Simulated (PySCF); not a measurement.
NaCl, singlet. PBEsol/6-311G(d,p) with PySCF, UKS. One reference determinant with the occupation held, the lowest that a PBE0 search over spins and occupations found; no spin-orbit coupling. Zero is the separated fragments in their ground configurations, without counterpoise. With PBEsol the solution stays closed-shell at all points drawn; such a solution can't reach the open-shell fragments at long range. 2 further points of the run are not drawn.

What bond curve does the calculation give?

re = 2.377 Å, ωe = 353 cm⁻¹, ωexe = 1.8 cm⁻¹, De = 4.24 eV.
```
r (Å)  E (eV)
2.051   −3.71
2.147   −4.01
2.242   −4.17
2.313   −4.22
2.385   −4.24
2.457   −4.22
2.552   −4.16
2.671   −4.05
2.814   −3.88
3.005   −3.62
```

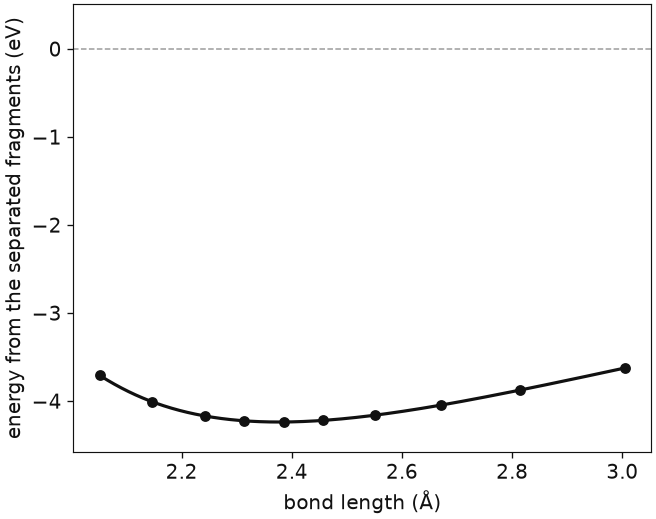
